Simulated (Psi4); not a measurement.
# UMP2/cc-pVTZ run of PH (SMILES [PH])

What is the vertical ionisation energy of PH at UMP2/cc-pVTZ? 

The results are computed with Psi4 1.11.

2 further runs of the same task are left out: 1 that didn't finish, 1 set aside as unsound or not needed.

### Step 1. The molecule

The species is PH (2 atoms), meant as a triplet with charge 0. SMILES: `[PH]`. The coordinates come from a PBE0-D4/def2-TZVP relaxation.

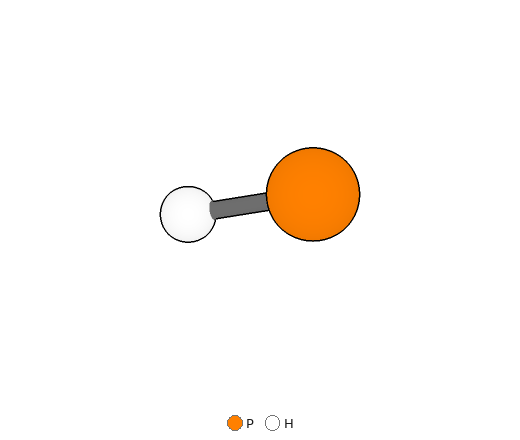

Viewed from a chosen angle; phosphorus orange, hydrogen white.

### Step 2. A single-point energy at UMP2/cc-pVTZ

input.inp reads:

```
memory 1600 MB

molecule geom {
  0 3
  P
  H 1 1.42829
  units angstrom
  symmetry c1
}

set {
  basis           cc-pVTZ
  reference       uhf
  puream          true
  e_convergence   1e-09
  d_convergence   1e-08
  scf_type        pk
  num_frozen_docc 5
  mp2_type        conv
  maxiter         100
}

energy("mp2")
```

Command:

```bash
$ psi4 -n 1 input.inp input.out
```

input.out:

```text
[...]
  Running in c1 symmetry.
[...]
  Nuclear repulsion =    5.557455530774563
[...]
  Multiplicity = 3
[...]
  Nalpha       = 9
  Nbeta        = 7
[...]
    Number of basis functions: 48
[...]
   @UHF iter   1:  -341.28150241548508   -6.04467e-01   2.79802e-03 DIIS/ADIIS
[...]
   @UHF iter  12:  -341.29769969668575   -6.25278e-13   2.74177e-09 DIIS
[...]
   @S^2 Observed:                2.027044270E+00
[...]
    Orbital Energies [Eh]
    ---------------------
    Alpha Occupied:
       1A    -79.968888     2A     -7.511689     3A     -5.413249
       4A     -5.413249     5A     -5.397732     6A     -0.849433
       7A     -0.473900     8A     -0.385622     9A     -0.385622
    Alpha Virtual:
      10A      0.146420    11A      0.284453    12A      0.388140
      13A      0.388140    14A      0.398777    15A      0.398777
      16A      0.407175    17A      0.407175    18A      0.408042
      19A      0.527024    20A      0.742590    21A      0.997716
      22A      0.997716    23A      1.273911    24A      1.489400
      25A      1.489400    26A      1.493866    27A      1.493866
[...]
  @UHF Final Energy:  -341.29769969668575
   => Energetics <=
    Nuclear Repulsion Energy =              5.5574555307745630
    One-Electron Energy =                -483.1806016142028284
    Two-Electron Energy =                 136.3254463867424988
    Total Energy =                       -341.2976996966857541
  UHF NO Occupations:
  HONO-2 :    7  A 1.9871349
  HONO-1 :    8  A 1.0000000
[...]
 Multipole Moments:
 ------------------------------------------------------------------------------------
     Multipole            Electronic (a.u.)      Nuclear  (a.u.)        Total (a.u.)
 ------------------------------------------------------------------------------------
 L = 1.  Multiply by 2.5417464519 to convert [e a0] to [Debye]
 Dipole X            :          0.0000000            0.0000000            0.0000000
 Dipole Y            :          0.0000000            0.0000000            0.0000000
 Dipole Z            :         -1.1270860            1.3381952            0.2111092
 Magnitude           :                                                    0.2111092
[...]
	SCS-MP2 Total Energy (a.u.)        :  -341.40605316490002
	SOS-MP2 Total Energy (a.u.)        :  -341.39867414675859
	SCSN-MP2 Total Energy (a.u.)       :  -341.33666091247244
[...]
	SOS-PI-MP2 Total Energy (a.u.)     :  -341.41550322177073
[...]
	MP2 Total Energy (a.u.)            :  -341.40398212617072
[...]
```

Run time: 2.7 s. Hardware: 1 thread of Intel Xeon Platinum 8488C (Sapphire Rapids), shared host; peak memory 0.39 GiB.

### Step 3. The doublet cation at the same level

calc.py reads:

```python
import psi4

psi4.set_memory(1600000000)
psi4.set_num_threads(1)
psi4.core.set_output_file('output.dat', False)

m = psi4.geometry("""
1 2
P
H 1 1.42829
symmetry c1
no_reorient
no_com
""")

options = {'reference': 'uhf', 'puream': True, 'e_convergence': 1e-09, 'd_convergence': 1e-08, 'scf_type': 'pk', 'num_frozen_docc': 5, 'mp2_type': 'conv', 'maxiter': 100}
psi4.set_options(options)

result = psi4.energy("mp2/cc-pVTZ")
print(f'total energy {result:.8f} hartree = {result * 27.211386:.5f} eV')
```

Command:

```bash
$ python calc.py
```

output.dat:

```text
[...]
  Running in c1 symmetry.
[...]
  Nuclear repulsion =    5.557455530774563
[...]
  Multiplicity = 2
[...]
  Nalpha       = 8
  Nbeta        = 7
[...]
    Number of basis functions: 48
[...]
   @UHF iter   1:  -340.90277917549912   -2.25744e-01   3.99045e-03 ADIIS/DIIS
[...]
   @UHF iter  12:  -340.94271766919434   -6.82121e-13   3.52998e-09 DIIS
[...]
   @S^2 Observed:                7.666266681E-01
[...]
    Orbital Energies [Eh]
    ---------------------
    Alpha Occupied:
       1A    -80.364581     2A     -7.898869     3A     -5.802046
       4A     -5.786663     5A     -5.784066     6A     -1.141023
       7A     -0.783547     8A     -0.708257
    Alpha Virtual:
       9A     -0.327072    10A     -0.100529    11A      0.038230
      12A      0.111249    13A      0.129590    14A      0.130862
      15A      0.131608    16A      0.135777    17A      0.143039
      18A      0.153410    19A      0.275036    20A      0.460741
      21A      0.717200    22A      0.721014    23A      0.987133
      24A      1.154235    25A      1.154320    26A      1.161227
[...]
  @UHF Final Energy:  -340.94271766919434
   => Energetics <=
    Nuclear Repulsion Energy =              5.5574555307745630
    One-Electron Energy =                -477.3385623744578652
    Two-Electron Energy =                 130.8383891744889524
    Total Energy =                       -340.9427176691943373
  UHF NO Occupations:
  HONO-2 :    6  A 1.9996898
  HONO-1 :    7  A 1.9919696
[...]
 Multipole Moments:
 ------------------------------------------------------------------------------------
     Multipole            Electronic (a.u.)      Nuclear  (a.u.)        Total (a.u.)
 ------------------------------------------------------------------------------------
 L = 1.  Multiply by 2.5417464519 to convert [e a0] to [Debye]
 Dipole X            :          0.0000000            0.0000000            0.0000000
 Dipole Y            :          0.0000000            0.0000000            0.0000000
 Dipole Z            :         -0.9584453            1.3381952            0.3797500
 Magnitude           :                                                    0.3797500
[...]
	SCS-MP2 Total Energy (a.u.)        :  -341.04023332967938
	SOS-MP2 Total Energy (a.u.)        :  -341.03647388242990
	SCSN-MP2 Total Energy (a.u.)       :  -340.96256755067157
[...]
	SOS-PI-MP2 Total Energy (a.u.)     :  -341.05209991796920
[...]
	MP2 Total Energy (a.u.)            :  -341.03212618863910
[...]
```

On the terminal:

```text
total energy -341.03212619 hartree = -9279.95682 eV
```

It took 2.6 s on 1 thread of Intel Xeon Platinum 8488C (Sapphire Rapids), shared host; peak memory 0.39 GiB.

### Step 4. Summary of results

Level: UMP2/cc-pVTZ, 5 core orbitals frozen.

| quantity | value |
| --- | --- |
| triplet PH: total energy | -341.40398 Eh |
| triplet PH: HOMO energy (Hartree–Fock orbitals) (highest over α and β) | -10.49 eV |
| triplet PH: LUMO energy (Hartree–Fock orbitals) (lowest over α and β) | 1.33 eV |
| triplet PH: correlation energy (5 core orbitals frozen) | -106.3 mEh |
| triplet PH: ⟨S²⟩ of the reference determinant | 2.027 |
| doublet cation: total energy | -341.03213 Eh |
| doublet cation: HOMO energy (Hartree–Fock orbitals) (highest over α and β) | -19.27 eV |
| doublet cation: LUMO energy (Hartree–Fock orbitals) (lowest over α and β) | -8.90 eV |
| doublet cation: correlation energy (5 core orbitals frozen) | -89.4 mEh |
| doublet cation: ⟨S²⟩ of the reference determinant | 0.767 |
| vertical ionisation energy (to the doublet cation) | 10.119 eV |

What this shows: The vertical ionisation energy comes to 10.12 eV (976 kJ/mol).
